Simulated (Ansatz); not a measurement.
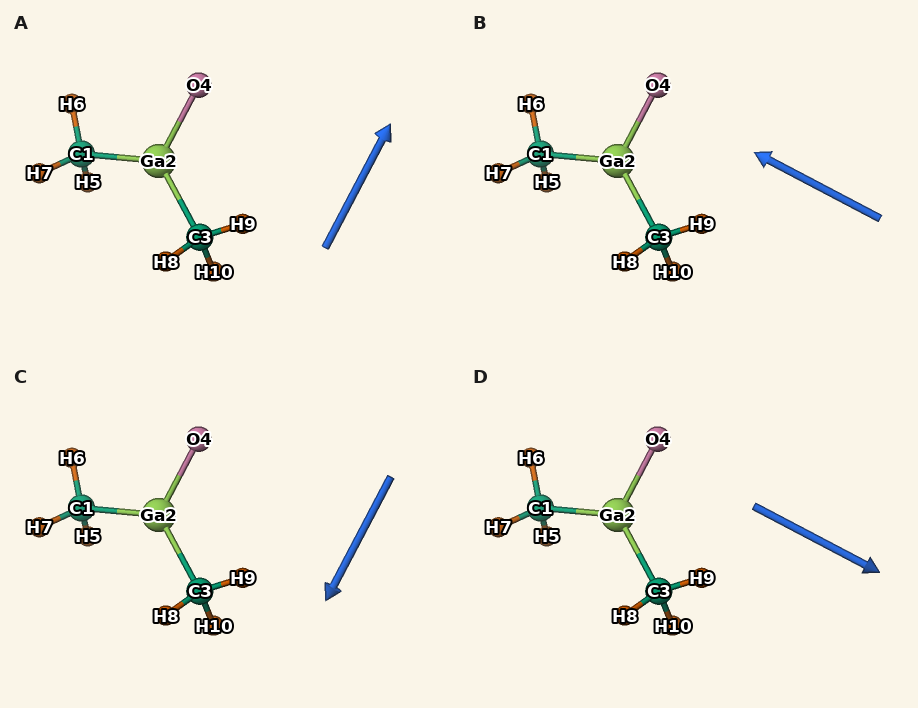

The same molecule four times, each with an arrow. Charge 0, doublet. Computed geometry: PBE0-D4/def2-TZVP optimisation. No frequency run is at hand to confirm it as a minimum. Properties computed with UKS ωB97M-V/def2-TZVPP (Ansatz 0.2.0).

Which arrow points along the dipole moment, from the negative to the positive end?

C. The dipole moment is 2.65 D; it points from the side of O4 to the side of H5, H7, H8, H10 (the outermost atoms at the two ends).
